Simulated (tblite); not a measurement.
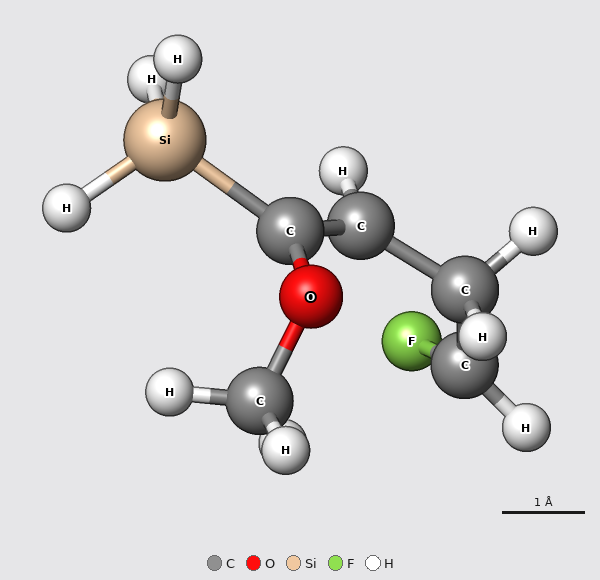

*The input geometry (ball-and-stick view, seen at a tilt).*

Run report: C5H10FOSi, geometry relaxation (part 1 of 4)

C5H10FOSi, multiplicity 2, computed with GFN2-xTB geometry optimisation, gas phase (tblite 0.8.0).

It belongs to a series of runs on one base structure; here: H removed from sp3 C.

## Input file
```
{"job": {"kind": "relax", "xc": "GFN2-xTB", "basis": "xTB"}, "charge": 0, "multiplicity": 2}
C     -1.492900    -1.322300    -0.863700
O     -1.302100    -0.774800     0.435600
C     -0.624300     0.436700     0.399900
Si    -1.683200     1.998600     0.248900
C      0.701000     0.496800     0.577200
C      1.604500    -0.679400     0.782700
C      2.615200    -0.813800    -0.302900
F      3.134500     0.249700    -0.946900
H     -1.947100    -2.313000    -0.748000
H     -0.556400    -1.436800    -1.392200
H     -2.193000    -0.699300    -1.445200
H     -2.559700     2.131400     1.452400
H     -0.814300     3.191500     0.163100
H     -2.525200     1.909800    -0.964500
H      1.202600     1.474100     0.579000
H      1.044600    -1.613800     0.875100
H      2.134700    -0.544600     1.741800
H      3.252300    -1.684600    -0.424100
```

The first line tells a small driver script what to run in tblite; the rest is the geometry in Å.

Command:
```bash
OMP_NUM_THREADS=1 python <driver script> task.json out
```

## What the program printed
```
step      E/eV     max force
  0    -713.17538    0.774
  1    -713.20949    0.366
  2    -713.22213    0.298
  3    -713.23015    0.200
  4    -713.23455    0.200
  5    -713.23790    0.127
  6    -713.24036    0.109
  7    -713.24211    0.093
  8    -713.24318    0.078
  9    -713.24404    0.087
 10    -713.24499    0.110
 11    -713.24614    0.093
 12    -713.24723    0.071
 13    -713.24799    0.054
 14    -713.24851    0.056
 15    -713.24897    0.057
 16    -713.24941    0.047
 17    -713.24979    0.047
 18    -713.25016    0.051
 19    -713.25062    0.067
 20    -713.25122    0.070
 21    -713.25187    0.057
 22    -713.25242    0.055
 23    -713.25292    0.055
 24    -713.25353    0.087
 25    -713.25430    0.099
 26    -713.25505    0.071
 27    -713.25565    0.066
 28    -713.25614    0.054
 29    -713.25663    0.057
 30    -713.25713    0.057
 31    -713.25760    0.053
 32    -713.25808    0.058
 33    -713.25868    0.066
 34    -713.25943    0.063
 35    -713.26016    0.059
 36    -713.26075    0.059
 37    -713.26123    0.062
 38    -713.26180    0.065
 39    -713.26251    0.071
 40    -713.26316    0.130
 41    -713.26357    0.092
 42    -713.26460    0.065
 43    -713.26566    0.060
 44    -713.26681    0.060
 45    -713.26756    0.077
 46    -713.26829    0.107
 47    -713.26923    0.107
 48    -713.27066    0.097
 49    -713.27194    0.099
 50    -713.27328    0.115
 51    -713.27460    0.137
 52    -713.27662    0.114
 53    -713.27942    0.081
 54    -713.28074    0.120
 55    -713.28195    0.069
 56    -713.28249    0.176
 57    -713.28389    0.083
 58    -713.28556    0.126
 59    -713.28820    0.200
 60    -713.29064    0.255
 61    -713.29371    0.175
 62    -713.29571    0.525
 63    -713.30048    0.244
 64    -713.30325    0.216
 65    -713.30263    0.851
 66    -713.31054    0.155
 67    -713.31363    0.144
 68    -713.31577    0.617
 69    -713.32021    0.222
 70    -713.32313    0.143
 71    -713.32893    0.222
 72    -713.33103    0.124
 73    -713.33588    0.143
 74    -713.34032    0.289
 75    -713.34134    0.279
 76    -713.34506    0.225
 77    -713.34691    0.200
 78    -713.34956    0.062
 79    -713.35054    0.102
 80    -713.35148    0.109
 81    -713.35260    0.067
 82    -713.35327    0.052
 83    -713.35444    0.065
 84    -713.35559    0.083
 85    -713.35681    0.092
 86    -713.35787    0.090
 87    -713.35887    0.100
 88    -713.36004    0.125
 89    -713.36158    0.133
 90    -713.36336    0.106
 91    -713.36503    0.064
 92    -713.36606    0.071
 93    -713.36664    0.075
 94    -713.36743    0.117
 95    -713.36791    0.132
 96    -713.36995    0.131
 97    -713.37145    0.128
 98    -713.37343    0.067
 99    -713.37415    0.063
100    -713.37536    0.082
101    -713.37619    0.090
102    -713.37683    0.052
103    -713.37721    0.057
104    -713.37758    0.061
105    -713.37809    0.063
106    -713.37862    0.056
107    -713.37918    0.056
108    -713.37977    0.059
109    -713.38033    0.060
110    -713.38088    0.071
111    -713.38161    0.080
112    -713.38274    0.138
113    -713.38434    0.184
114    -713.38593    0.149
115    -713.38714    0.204
116    -713.38885    0.117
117    -713.39109    0.098
118    -713.39637    0.171
119    -713.40201    0.185
120    -713.39278    0.631
121    -713.41041    0.146
122    -713.41427    0.117
123    -713.41311    0.477
124    -713.42303    0.105
125    -713.42635    0.124
126    -713.42370    0.554
127    -713.43701    0.142
128    -713.44120    0.173
129    -713.44767    0.420
130    -713.45560    0.193
131    -713.45879    0.175
132    -713.46263    0.148
133    -713.46379    0.120
134    -713.46479    0.069
135    -713.46599    0.057
136    -713.46706    0.066
137    -713.46800    0.067
138    -713.46902    0.087
139    -713.46992    0.060
140    -713.47076    0.052
141    -713.47148    0.055
142    -713.47214    0.052
143    -713.47279    0.057
144    -713.47344    0.056
145    -713.47397    0.052
146    -713.47443    0.040
147    -713.47484    0.032
148    -713.47519    0.053
149    -713.47550    0.046
150    -713.47581    0.056
151    -713.47637    0.055
152    -713.47701    0.052
153    -713.47812    0.068
154    -713.47932    0.078
155    -713.48048    0.077
156    -713.48140    0.099
157    -713.48159    0.136
158    -713.48307    0.078
159    -713.48405    0.065
160    -713.48594    0.062
161    -713.48678    0.071
162    -713.48784    0.075
163    -713.48898    0.072
164    -713.48976    0.064
165    -713.49042    0.057
166    -713.49079    0.051
167    -713.49108    0.045
168    -713.49129    0.038
169    -713.49159    0.042
170    -713.49186    0.041
171    -713.49212    0.027
172    -713.49225    0.024
173    -713.49232    0.025
174    -713.49238    0.027
175    -713.49246    0.026
176    -713.49255    0.022
177    -713.49269    0.028
178    -713.49288    0.029
179    -713.49312    0.029
180    -713.49333    0.032
181    -713.49348    0.024
182    -713.49361    0.030
183    -713.49373    0.020
184    -713.49384    0.025
185    -713.49395    0.020
186    -713.49403    0.021
187    -713.49412    0.016
188    -713.49420    0.018
189    -713.49426    0.019
190    -713.49432    0.019
191    -713.49438    0.018
192    -713.49443    0.020
193    -713.49447    0.021
194    -713.49452    0.019
195    -713.49458    0.026
196    -713.49467    0.033
197    -713.49480    0.033
198    -713.49496    0.028
199    -713.49518    0.048
200    -713.49546    0.057
201    -713.49577    0.046
202    -713.49607    0.036
203    -713.49636    0.035
204    -713.49664    0.043
205    -713.49690    0.042
206    -713.49710    0.036
207    -713.49722    0.022
208    -713.49725    0.050
209    -713.49734    0.024
210    -713.49738    0.014
211    -713.49743    0.012
212    -713.49745    0.013
213    -713.49749    0.016
214    -713.49754    0.016
215    -713.49765    0.026
216    -713.49781    0.038
217    -713.49802    0.040
218    -713.49825    0.040
219    -713.49849    0.040
220    -713.49867    0.030
221    -713.49876    0.022
222    -713.49879    0.014
223    -713.49881    0.009
```

## Trajectory as extended XYZ (Å, eV, eV/Å), 45 of the 224 frames kept, from step=0 to step=223
```
18
Properties=species:S:1:pos:R:3:forces:R:3 step=0 energy=-713.17538
C    -1.4929   -1.3223   -0.8637   -0.6770   0.0210   0.3750
O    -1.3021   -0.7748    0.4356    0.0270  -0.3700  -0.4500
C    -0.6243    0.4367    0.3999    0.5830   0.4790   0.1580
Si   -1.6832    1.9986    0.2489   -0.3750   0.2910   0.1720
C     0.7010    0.4968    0.5772   -0.1920   0.3040   0.0120
C     1.6045   -0.6794    0.7827    0.4810   0.1090  -0.2130
C     2.6152   -0.8138   -0.3029    0.0940  -0.6050  -0.0620
F     3.1345    0.2497   -0.9469   -0.2220   0.1920   0.2130
H    -1.9471   -2.3130   -0.7480    0.0740   0.1870   0.1810
H    -0.5564   -1.4368   -1.3922    0.3310   0.1000  -0.1920
H    -2.1930   -0.6993   -1.4452    0.2640  -0.0650   0.0390
H    -2.5597    2.1314    1.4524    0.2790  -0.1230  -0.4260
H    -0.8143    3.1915    0.1631   -0.1180  -0.2900  -0.0150
H    -2.5252    1.9098   -0.9645    0.1160   0.0070   0.2070
H     1.2026    1.4741    0.5790   -0.3550  -0.4970  -0.0330
H     1.0446   -1.6138    0.8751   -0.0290   0.0500  -0.1350
H     2.1347   -0.5446    1.7418   -0.0430   0.0690   0.0600
H     3.2523   -1.6846   -0.4241   -0.2370   0.1410   0.1080
18
Properties=species:S:1:pos:R:3:forces:R:3 step=5 energy=-713.23790
C    -1.4996   -1.3190   -0.8596   -0.0400   0.0510   0.0550
O    -1.2855   -0.7734    0.4227   -0.0470  -0.0590  -0.0010
C    -0.6144    0.4532    0.4054    0.0740  -0.0370  -0.0300
Si   -1.6950    2.0048    0.2527    0.0540  -0.0910  -0.0070
C     0.7042    0.4944    0.5776    0.0380   0.1040  -0.0280
C     1.6220   -0.6779    0.7743   -0.0350   0.0110  -0.0010
C     2.6104   -0.8362   -0.3150   -0.0400  -0.0520  -0.0020
F     3.1094    0.2614   -0.9194   -0.0160   0.0240   0.0620
H    -1.9484   -2.3045   -0.7221    0.0260   0.0940   0.0810
H    -0.5551   -1.4256   -1.4001    0.0500  -0.0090  -0.0690
H    -2.1803   -0.6955   -1.4508    0.0240   0.0130  -0.0030
H    -2.5489    2.1186    1.4305   -0.0620  -0.0560   0.0450
H    -0.8207    3.1694    0.1602    0.0580   0.0210  -0.0250
H    -2.5203    1.9097   -0.9503   -0.0560  -0.0170  -0.0460
H     1.1848    1.4605    0.5778    0.0230   0.0470   0.0120
H     1.0472   -1.6008    0.8586   -0.0570  -0.0860  -0.0070
H     2.1330   -0.5351    1.7441    0.0240   0.0210  -0.0300
H     3.2483   -1.6977   -0.4181   -0.0190   0.0210  -0.0060
18
Properties=species:S:1:pos:R:3:forces:R:3 step=10 energy=-713.24499
C    -1.4961   -1.3103   -0.8577    0.0250  -0.0080  -0.0080
O    -1.2788   -0.7729    0.4232    0.0820   0.0730   0.0070
C    -0.6044    0.4524    0.4015   -0.0340   0.0600   0.0070
Si   -1.6938    1.9957    0.2510    0.0140   0.0060  -0.0420
C     0.7130    0.5019    0.5735   -0.0250  -0.0200   0.0140
C     1.6165   -0.6821    0.7726   -0.0270   0.0060   0.0210
C     2.5977   -0.8440   -0.3197   -0.0180   0.0210  -0.0310
F     3.1016    0.2659   -0.8970    0.0380   0.0220   0.0040
H    -1.9470   -2.2880   -0.6998   -0.0270  -0.0350  -0.0270
H    -0.5547   -1.4244   -1.4091   -0.0160  -0.0110   0.0220
H    -2.1743   -0.6880   -1.4518   -0.0080   0.0300   0.0190
H    -2.5551    2.0983    1.4283   -0.0110  -0.0450   0.0030
H    -0.8130    3.1610    0.1536   -0.0160  -0.0350  -0.0080
H    -2.5282    1.9047   -0.9516    0.0000  -0.0150   0.0130
H     1.1901    1.4711    0.5792    0.0320  -0.0370  -0.0050
H     1.0365   -1.6059    0.8561   -0.0160   0.0520   0.0330
H     2.1370   -0.5313    1.7357    0.0000  -0.0380  -0.0020
H     3.2442   -1.6978   -0.4195    0.0080  -0.0260  -0.0180
18
Properties=species:S:1:pos:R:3:forces:R:3 step=15 energy=-713.24897
C    -1.4928   -1.3045   -0.8540   -0.0080  -0.0010   0.0010
O    -1.2604   -0.7645    0.4240   -0.0350  -0.0440   0.0110
C    -0.5984    0.4651    0.3975    0.0280  -0.0400  -0.0060
Si   -1.6979    1.9939    0.2435   -0.0280   0.0060   0.0120
C     0.7174    0.5092    0.5765    0.0330   0.0040   0.0070
C     1.6095   -0.6826    0.7721    0.0410  -0.0020  -0.0040
C     2.5847   -0.8445   -0.3296    0.0060   0.0000   0.0130
F     3.1100    0.2715   -0.8787    0.0050  -0.0160   0.0160
H    -1.9518   -2.2798   -0.6942   -0.0090   0.0190  -0.0080
H    -0.5562   -1.4290   -1.4105   -0.0070   0.0010   0.0060
H    -2.1701   -0.6749   -1.4425    0.0100   0.0060   0.0140
H    -2.5607    2.0677    1.4240    0.0100  -0.0070  -0.0210
H    -0.8099    3.1502    0.1453   -0.0260   0.0290  -0.0040
H    -2.5370    1.8951   -0.9534   -0.0080  -0.0030  -0.0160
H     1.2079    1.4700    0.5793    0.0200   0.0300   0.0040
H     1.0193   -1.5978    0.8662   -0.0030   0.0210  -0.0260
H     2.1413   -0.5415    1.7297    0.0090  -0.0050   0.0130
H     3.2365   -1.6973   -0.4269   -0.0400   0.0020  -0.0100
18
Properties=species:S:1:pos:R:3:forces:R:3 step=20 energy=-713.25122
C    -1.4936   -1.3012   -0.8499   -0.0050   0.0160   0.0150
O    -1.2520   -0.7677    0.4292    0.0610   0.0330  -0.0070
C    -0.5876    0.4639    0.3963   -0.0170   0.0380   0.0130
Si   -1.7013    1.9876    0.2367    0.0440  -0.0420  -0.0210
C     0.7285    0.5158    0.5803   -0.0340   0.0140   0.0050
C     1.6152   -0.6801    0.7756   -0.0390   0.0180   0.0140
C     2.5802   -0.8435   -0.3312    0.0220   0.0000   0.0080
F     3.1221    0.2720   -0.8628    0.0340   0.0120  -0.0130
H    -1.9628   -2.2718   -0.6959   -0.0130   0.0020   0.0100
H    -0.5595   -1.4318   -1.4081    0.0050  -0.0060  -0.0100
H    -2.1650   -0.6612   -1.4323   -0.0030   0.0130  -0.0080
H    -2.5630    2.0456    1.4162   -0.0130   0.0030   0.0110
H    -0.8249    3.1542    0.1385   -0.0360   0.0050  -0.0010
H    -2.5440    1.8877   -0.9596    0.0170  -0.0080   0.0040
H     1.2233    1.4764    0.5803   -0.0460  -0.0200  -0.0010
H     1.0090   -1.5844    0.8609    0.0200  -0.0390   0.0050
H     2.1495   -0.5512    1.7334   -0.0010   0.0020   0.0070
H     3.2170   -1.7041   -0.4393    0.0030  -0.0420  -0.0320
18
Properties=species:S:1:pos:R:3:forces:R:3 step=25 energy=-713.25430
C    -1.4943   -1.2917   -0.8431    0.0150  -0.0130  -0.0310
O    -1.2268   -0.7688    0.4345   -0.0530  -0.0240  -0.0030
C    -0.5769    0.4678    0.3977    0.0060  -0.0290  -0.0040
Si   -1.7021    1.9744    0.2264   -0.0670   0.0680   0.0270
C     0.7366    0.5245    0.5886    0.0310  -0.0320  -0.0180
C     1.6188   -0.6759    0.7815    0.0500  -0.0280  -0.0200
C     2.5863   -0.8407   -0.3254   -0.0030   0.0000  -0.0050
F     3.1523    0.2694   -0.8457    0.0170  -0.0370   0.0230
H    -1.9810   -2.2547   -0.6919    0.0010   0.0170   0.0280
H    -0.5660   -1.4378   -1.4087   -0.0180  -0.0060  -0.0180
H    -2.1581   -0.6384   -1.4202    0.0090   0.0140   0.0180
H    -2.5673    2.0204    1.4053   -0.0100  -0.0020   0.0010
H    -0.8617    3.1652    0.1295    0.0160   0.0040  -0.0010
H    -2.5443    1.8727   -0.9686    0.0060  -0.0290  -0.0200
H     1.2254    1.4856    0.5829    0.0220   0.0250   0.0210
H     1.0095   -1.5807    0.8552    0.0350   0.0170   0.0200
H     2.1553   -0.5605    1.7404   -0.0340   0.0220  -0.0030
H     3.1855   -1.7244   -0.4701   -0.0240   0.0320  -0.0140
18
Properties=species:S:1:pos:R:3:forces:R:3 step=30 energy=-713.25713
C    -1.4946   -1.2828   -0.8403   -0.0270   0.0130   0.0220
O    -1.2092   -0.7691    0.4369    0.0030   0.0220  -0.0020
C    -0.5655    0.4719    0.3992   -0.0080   0.0180  -0.0100
Si   -1.7134    1.9695    0.2205    0.0360  -0.0440   0.0040
C     0.7486    0.5306    0.5898   -0.0260   0.0210   0.0060
C     1.6295   -0.6737    0.7841   -0.0230   0.0270   0.0070
C     2.5907   -0.8398   -0.3239    0.0060  -0.0060  -0.0080
F     3.1951    0.2603   -0.8187    0.0280   0.0190   0.0150
H    -2.0020   -2.2327   -0.6794   -0.0060  -0.0050  -0.0230
H    -0.5765   -1.4479   -1.4173   -0.0110  -0.0040   0.0070
H    -2.1479   -0.6083   -1.4034   -0.0110  -0.0200  -0.0300
H    -2.5808    1.9902    1.3977   -0.0200   0.0140  -0.0030
H    -0.8946    3.1759    0.1194    0.0070  -0.0180   0.0110
H    -2.5429    1.8454   -0.9840    0.0150  -0.0100   0.0190
H     1.2349    1.4949    0.5931    0.0120  -0.0360   0.0040
H     1.0183   -1.5757    0.8571   -0.0020  -0.0110  -0.0020
H     2.1551   -0.5612    1.7483    0.0270   0.0460  -0.0030
H     3.1465   -1.7412   -0.5109    0.0010  -0.0250  -0.0160
18
Properties=species:S:1:pos:R:3:forces:R:3 step=35 energy=-713.26016
C    -1.5054   -1.2750   -0.8377    0.0110  -0.0160  -0.0380
O    -1.2055   -0.7631    0.4364   -0.0110  -0.0280  -0.0110
C    -0.5603    0.4763    0.3987    0.0130  -0.0330   0.0100
Si   -1.7177    1.9598    0.2232   -0.0240   0.0380  -0.0010
C     0.7530    0.5347    0.5890    0.0290  -0.0280   0.0190
C     1.6379   -0.6669    0.7864    0.0370  -0.0270  -0.0160
C     2.5989   -0.8386   -0.3229    0.0100   0.0130   0.0010
F     3.2469    0.2519   -0.7864    0.0040  -0.0190   0.0410
H    -2.0239   -2.2191   -0.6775   -0.0230   0.0090   0.0090
H    -0.5938   -1.4575   -1.4201    0.0140   0.0080   0.0210
H    -2.1477   -0.5940   -1.4053   -0.0270  -0.0140   0.0000
H    -2.6022    1.9792    1.3890    0.0080   0.0020  -0.0140
H    -0.9152    3.1754    0.1201    0.0210   0.0020   0.0170
H    -2.5308    1.8144   -0.9884   -0.0160   0.0070  -0.0050
H     1.2490    1.4922    0.6061   -0.0280   0.0420  -0.0300
H     1.0346   -1.5744    0.8615    0.0080   0.0260   0.0330
H     2.1634   -0.5309    1.7492    0.0130  -0.0180  -0.0420
H     3.1098   -1.7581   -0.5530   -0.0370   0.0320   0.0080
```
